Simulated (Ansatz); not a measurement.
**FH2InO2···H2O: density, localisation and related maps**

The calculation's input:

```
crystal:
  periodic: [false, false, false]
  atoms:
    - { symbol: In, position_ang: [-0.3682, -0.2789, -0.2361] }
    - { symbol: O, position_ang: [1.629, 1.0785, 0.022] }
    - { symbol: O, position_ang: [0.1024, -2.1102, -0.6604] }
    - { symbol: O, position_ang: [-2.0681, 0.4591, -0.7937] }
    - { symbol: H, position_ang: [1.0371, 0.9822, 1.1443] }
    - { symbol: F, position_ang: [0.166, 0.6066, 1.8868] }
    - { symbol: H, position_ang: [2.3764, 0.4789, 0.0752] }
    - { symbol: H, position_ang: [-0.6672, -2.5328, -1.0465] }
    - { symbol: H, position_ang: [-2.2073, 1.3166, -0.3915] }
basis:
  gaussian: { orbitals: def2-SVP }
hamiltonian:
  xc: blyp
  dispersion: d4
relax:
  f_tol: 0.15
  max_steps: 25
  restrain:
    - { distance: [0, 5], at: 1.99, k: 30.0 }
    - { distance: [4, 1], at: 0.97, k: 30.0 }
    - { distance: [0, 1], at: 3.38, k: 30.0 }
    - { distance: [4, 5], at: 2.18, k: 30.0 }
output:
  orbitals: {}
```

Launched as:

```sh
ansatz run input.yaml --threads 2 --pin off --max-ram 3072MiB --backend cpu --events-out ev --progress --plain --runs-dir out
```

The fields are those of the relaxed geometry.

Core potentials replace the inner electrons of In.

These are results of RKS BLYP-D4/def2-SVP (Ansatz), not measurements.

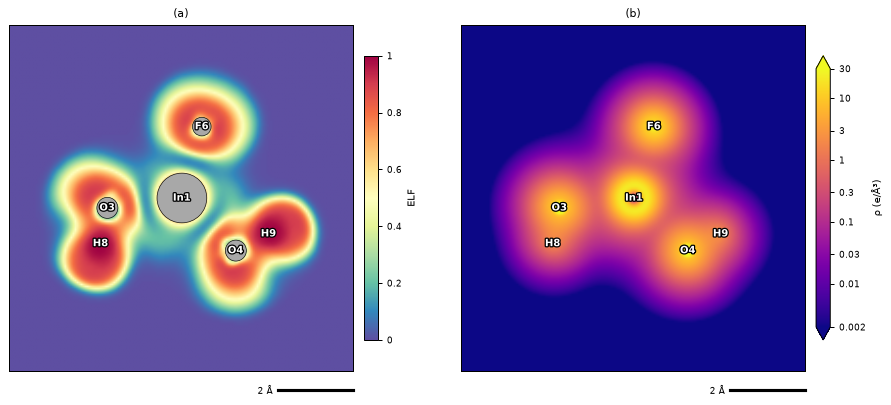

Figure 1. (a) electron localisation function; (b) electron density on the plane of atoms O3, In1 and O4. Grey discs cover the atomic cores in the ELF map.

**Describe what can be read from this map.**

Atoms in the plane: In, O, F and H.
In–F (2.00 Å): the density is about 0.64 e/Å³ at the midpoint; the ELF peaks at about 0.80 in the valence shell of F, 0.5 Å from its nucleus, and drops to about 0.10 between the two atoms.
In–O (2.02 Å): ρ is about 0.67 e/Å³ halfway; the ELF peaks at about 0.85 in the valence shell of O, 0.6 Å from its nucleus, and drops to about 0.10 between the two atoms.
O–H (0.98 Å): the density is about 3.5 e/Å³ at the midpoint; the ELF climbs to about 1 towards the hydrogen, as it does in any bond to H: an ordinary covalent bond to hydrogen.
The ELF also peaks beside O4, O3 and F6, away from the bonds: lone-pair regions.

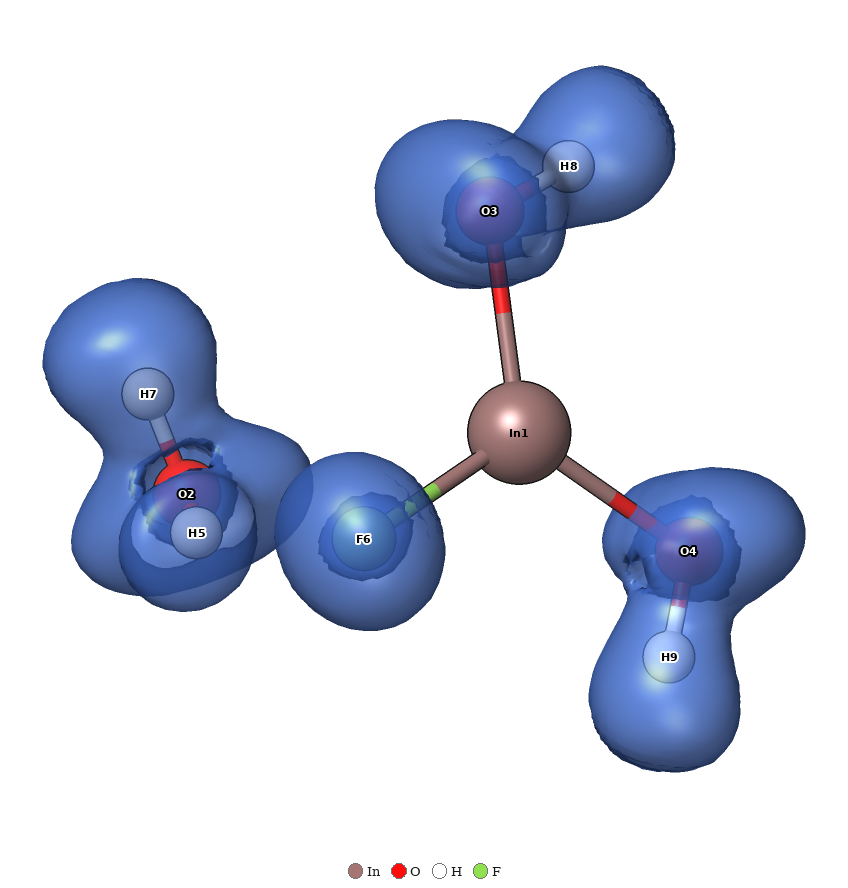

Figure 2. Isosurface of the electron localisation function at 0.75 (blue), seen across its widest extent. Core shells and regions of very low density are left out.

**What do the ELF domains correspond to?**

At this value the surface marks out one region wrapped around F (its valence shell) and three joined regions spread over several atoms (H, O), in which their bonds and any lone pairs are merged.


F6···H5 (2.18 Å): the ELF dips to about 0.05 between them (by its geometry a hydrogen bond between the two molecules, with no shared pair).

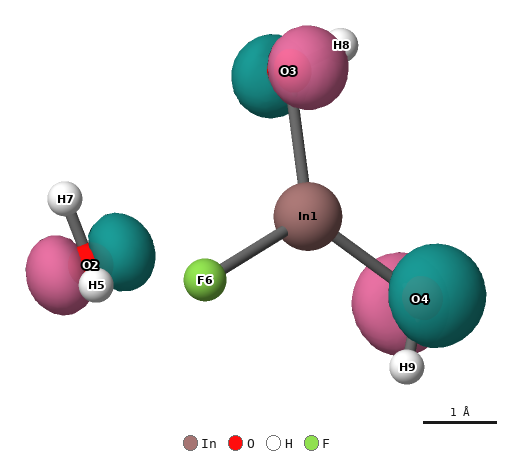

Figure 3. The HOMO−1 at ±0.2 Å⁻³ᐟ² (teal and pink are the two phases), seen across its widest extent.

**What is the character of this orbital?**

It lies mainly on O4 (about 45 %), O3 (about 20 %) and O2 (about 20 %); largely a combination of lone pairs on O4, O3 and O2. Its energy is −6.76 eV.

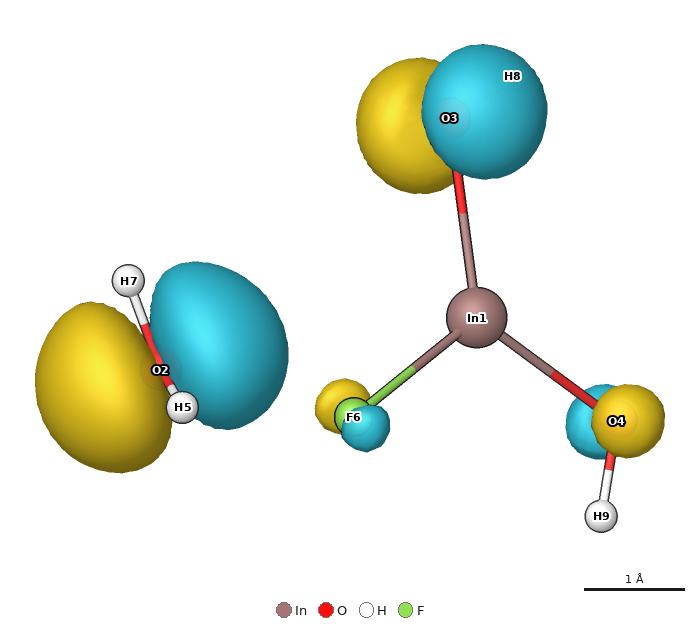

Figure 4. The HOMO at ±0.15 Å⁻³ᐟ² (yellow and cyan are the two phases), seen across its widest extent.

**What is the character of this orbital?**

It lies mainly on O2 (about 60 %) and O3 (about 25 %). Its energy is −6.70 eV.
